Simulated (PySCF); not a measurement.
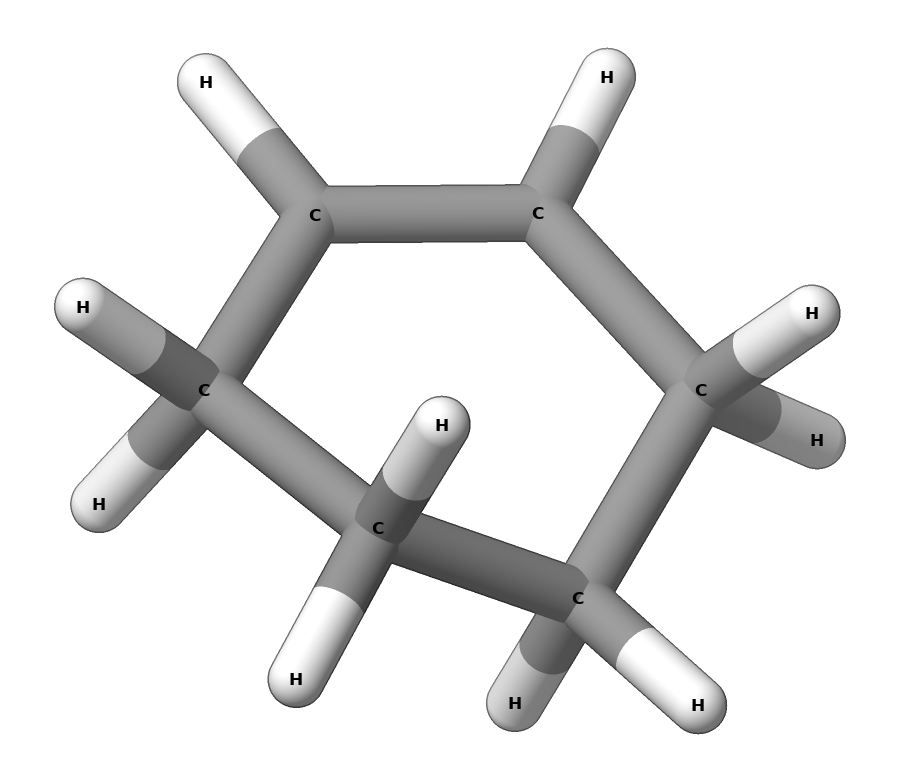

Rendered structure (stick style).

The geometry was computed by an optimisation with PBE0-D3(BJ)/def2-SVP. No frequency run is at hand to confirm it as a minimum.

**Give the formula.**

C₆H₁₀, 16 atoms: 6 carbon and 10 hydrogen.

**Give the symmetry (Schoenflies symbol).**

C2.

**Name some functional groups or characteristic bonds that it holds.**

Among them: alkene.

**How many atoms are distinct by symmetry?**

8: 2 C, 2 C, 2 C, 2 H, 2 H, 2 H, 2 H, 2 H.

**Write the SMILES.**

C1=CCCCC1

The parts below concern this one geometry. Atoms keep their numbers from picture to picture.

## Shape

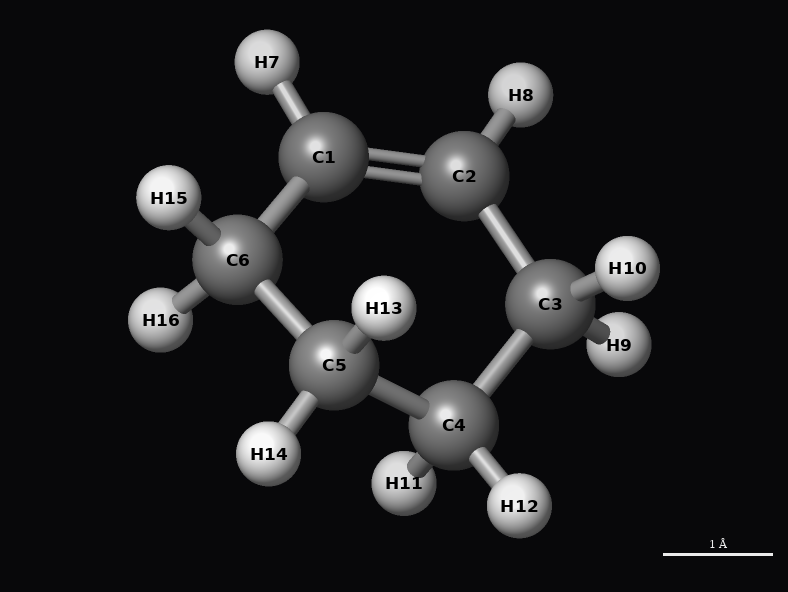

Numbered structure. No frequency run is at hand to confirm it as a minimum.

**Describe the coordination of atom 1.**

C1 has 3 neighbours (C2 at 1.34, C6 at 1.50, H7 at 1.10 Å); the arrangement is trigonal planar.

**Describe the coordination of atom 3.**

C3 has 4 neighbours (C2 at 1.50, C4 at 1.53, H9 at 1.10, H10 at 1.11 Å); the arrangement is tetrahedral.

**How are the neighbours of atom 4 arranged?**

C4 has 4 neighbours (C3 at 1.53, C5 at 1.52, H11 at 1.10, H12 at 1.10 Å); the arrangement is tetrahedral.

**What is the dihedral angle C3–C4–C5–C6?**

60° in size, that is gauche.

## NMR shielding

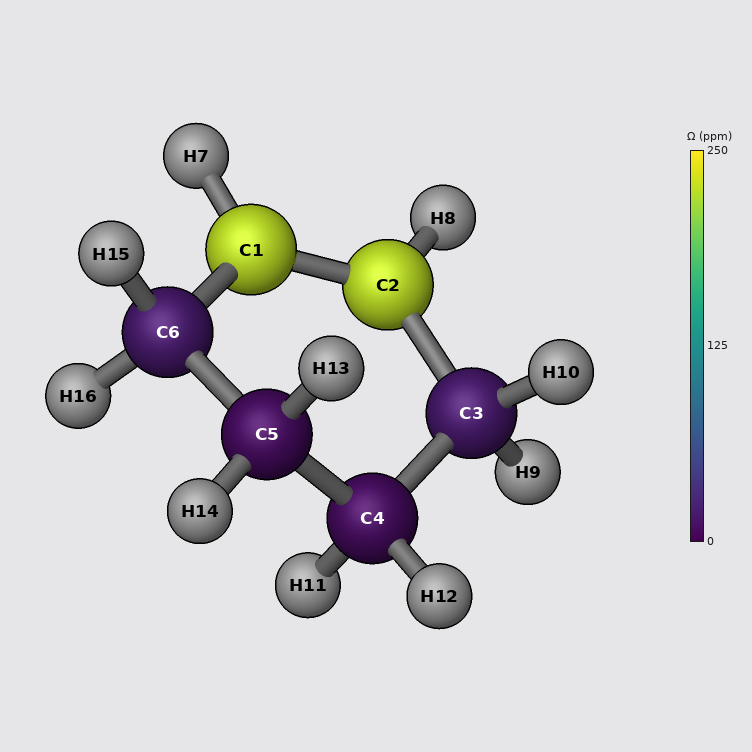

The C atoms are coloured by the span of their shielding tensor. No frequency run is at hand to confirm it as a minimum. Method: GIAO B3LYP/pcSseg-1 NMR shielding, non-relativistic, gas phase (PySCF 2.14.0). Principal shieldings σ11 ≤ σ22 ≤ σ33, span Ω = σ33 − σ11, skew κ = 3(σiso − σ22)/Ω.

**Which C atom has the most anisotropic shielding?**

C1, C2, with a span of 225 ppm.

Give the shielding tensors of the C atoms.

```csv
atom,σ11,σ22,σ33,σiso,Ω,κ
"C1, C2",−74.3,50.8,151.0,42.5,225.3,−0.11
"C3, C6",138.5,155.1,156.7,150.1,18.2,−0.82
"C4, C5",148.1,155.6,156.3,153.3,8.2,−0.83
```

Shieldings and span in ppm.

## Polarisability

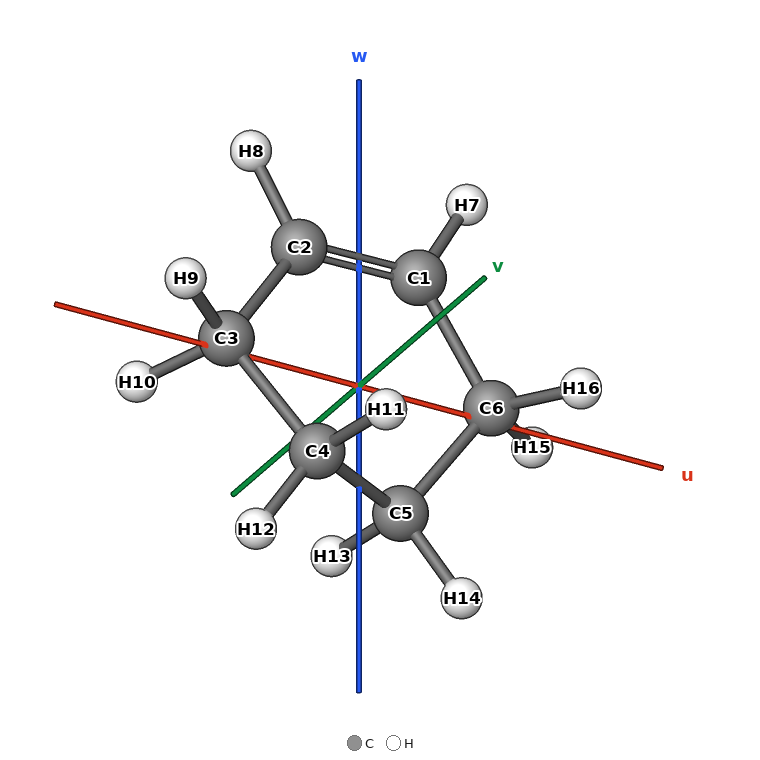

The lines u, v and w are the principal axes of the static dipole polarisability. No frequency run is at hand to confirm it as a minimum. Level of theory: CAM-B3LYP/def2-SVPD (PySCF 2.14.0).

**Along which axis is the molecule most polarisable, and along which least?**

Most along u (nearly parallel to the C1–C2 bond), least along v.

**Give the three principal values.**

u 80.4, v 56.7, w 69.9 bohr³; mean 69.0, anisotropy 20.6 bohr³.

## Ring current

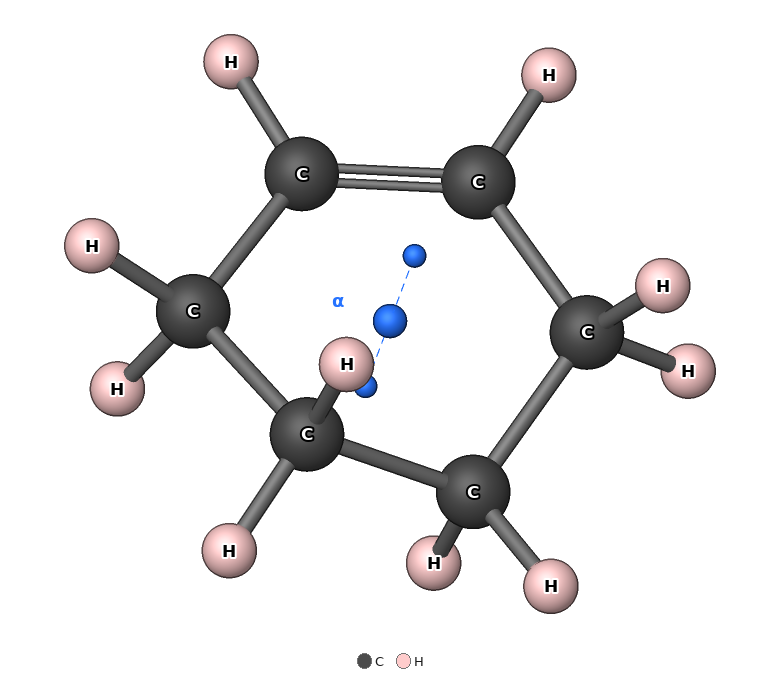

The small points mark where nucleus-independent chemical shifts (NICS) were computed: at the centre of each lettered ring and 1 Å above and below it. No frequency run is at hand to confirm it as a minimum. Level of theory: GIAO PBE0/pcSseg-1 NMR shielding, non-relativistic, gas phase (PySCF 2.14.0).

Give NICS(0), NICS(1) and the out-of-plane component NICS(1)zz for each ring (means of the two sides).

| ring | members | NICS(0) | NICS(1) | NICS(1)zz |
| --- | --- | --- | --- | --- |
| α | C6 | −0.2 | −1.7 | 2.3 |

Values in ppm.

**What do the values say about the ring currents?**

Ring α: weak, as in a non-aromatic ring. NICS is one index among several.
